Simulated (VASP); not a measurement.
Here is the system:

```xyz
2
Lattice="0.0000 2.8432 2.8432 2.8432 0.0000 2.8432 2.8432 2.8432 0.0000" Properties=species:S:1:pos:R:3 pbc="T T T"
As     0.0000     0.0000     0.0000
In     2.8432     2.8432     2.8432
```

Computed with r2SCAN meta-GGA, VASP's PBE PAW potentials (set 64) (plane waves; VASP 6.6.1). Numerical set-up: 400 eV cut-off, 12×12×12 Γ-centred mesh, tetrahedra with Blöchl corrections, potentials As In_d.

Unless said otherwise, spin-orbit coupling is left out, though it shifts the bands of the heavy elements here.

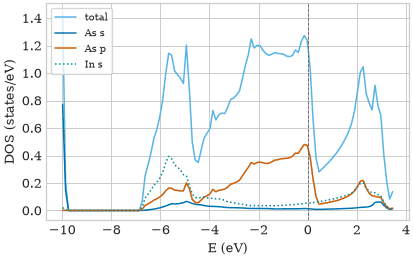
Figure. Total and projected density of states, zero at the Fermi level

Within 2 eV below the Fermi level the largest weight inside VASP's projection spheres is As p, then In p.

It has no gap at this level: it comes out as a metal or semimetal.

The structure was generated: InAs was put into the rocksalt type (Fm-3m), which need not be its known phase. It was relaxed first, which changed the volume by +13 %.
